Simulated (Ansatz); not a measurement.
**Run report: CH$_{10}$O$_{5}$, molecular dynamics (part 5 of 5)**

The same run, continued: CH$_{10}$O$_{5}$ (disordered cell, 16 atoms in the cell); DFT PBE, scalar-relativistic, plane waves, PAW, no spin polarisation (Ansatz 0.2.0); cutoff 420 eV, 1×1×1 k-mesh, Fermi–Dirac smearing of 0.02 eV. It belongs to a series of runs on one base structure; here: dynamics from the last frame of the run before.

Geometry of the input (Å; fractional positions):
```
5.2512  0.0000  0.0000
0.0000  5.2512  0.0000
0.0000  0.0000  5.2512
O  1.0138  0.2892  0.0971
H  0.9149  0.3449  -0.0624
H  1.0192  0.1052  0.0647
O  0.5922  0.3631  0.6897
H  0.4742  0.2155  0.6270
H  0.5119  0.4432  0.8359
O  0.3820  0.9997  0.4928
H  0.2742  0.8597  0.5486
H  0.4417  0.9622  0.3218
O  0.3951  0.5426  0.2195
H  0.2631  0.4254  0.1901
H  0.5270  0.5134  0.3487
O  0.9432  0.8232  0.7668
C  0.8058  0.8309  0.9517
H  0.5986  0.8982  0.9624
H  0.8871  0.7491  1.1181
```

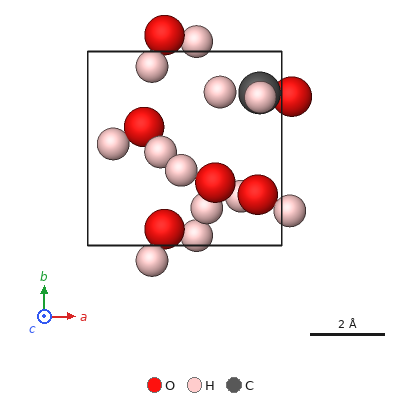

**Figure 1.** The geometry at step 400 of the log (spheres-only view of the cell of the calculation, along the c axis).

**Trajectory as extended XYZ, continued**
```
16
Lattice="5.2512 0.0000 0.0000 0.0000 5.2512 0.0000 0.0000 0.0000 5.2512" Properties=species:S:1:pos:R:3:forces:R:3 step=391 time_fs=195.5 energy=-3246.77030 temperature=627.6
O     4.5932    1.3368    1.1438    0.5520  -0.0782   0.8760
H     4.2126    1.2874    0.2297    0.0113   0.1769  -0.2668
H     5.4460    0.8714    1.1668   -0.0690  -0.3430   0.1374
O     3.4277    1.6970    4.2565   -1.4357  -0.1094  -0.8207
H     3.2065    1.0670    3.5053    0.2183   0.4924   0.2503
H     2.4781    1.9108    4.4546    0.8037   0.4061   0.4935
O     2.0644    5.7112    2.4347    0.9131  -0.6142  -0.3985
H     1.7853    4.8206    2.7766   -0.1162   0.5873  -0.5076
H     2.9028    5.5561    1.9180   -0.6639   0.0548   0.0476
O     1.5123    3.2321    0.9722   -0.7783  -2.4093   0.7659
H     0.6548    2.6668    1.0658    0.7093   1.3324  -0.4181
H     2.0117    2.5945    1.5419    0.3884   0.7214  -0.2742
O     5.5544    4.0461    3.5662    0.0407   0.0493  -0.8084
C     4.6459    4.1102    4.3504   -0.5685   0.2657   0.5398
H     3.5815    4.3805    4.1135   -0.0003  -0.3220  -0.4098
H     4.8367    4.0266    5.4227   -0.0050  -0.2100   0.7937
16
Lattice="5.2512 0.0000 0.0000 0.0000 5.2512 0.0000 0.0000 0.0000 5.2512" Properties=species:S:1:pos:R:3:forces:R:3 step=400 time_fs=200.0 energy=-3246.56402 temperature=517.7
O     4.5985    1.3752    1.1141    0.3095  -0.0859   1.0335
H     4.1502    1.3357    0.2058    0.6374  -0.0366   0.2489
H     5.4656    0.9369    1.2030   -0.3467  -0.2555  -0.2498
O     3.4494    1.7026    4.2832   -1.2988   0.4726  -0.6245
H     3.2176    1.0178    3.6237    0.0434  -0.2925  -0.5478
H     2.5262    2.0343    4.3881    0.5011   0.3741   0.6390
O     2.0741    5.6949    2.4535    1.8019   0.3184  -1.0159
H     1.7343    4.8464    2.7811   -0.1900  -0.3370  -0.2389
H     2.9434    5.5202    1.9498   -1.4301   0.1887   0.4911
O     1.5205    3.2080    0.9757    1.4376  -0.2201   0.0488
H     0.6829    2.7497    0.9570   -1.6343  -0.2146  -0.1945
H     1.9662    2.5328    1.5148    0.6581   0.1380   0.2049
O     5.5199    4.0300    3.5423    0.7702   0.3504   0.2946
C     4.6474    4.1301    4.3602   -2.0632  -1.1378   1.2217
H     3.5764    4.1536    3.9734    0.1909   0.3306   0.3944
H     4.6686    4.0160    5.5541    0.6130   0.4072  -1.7058
```
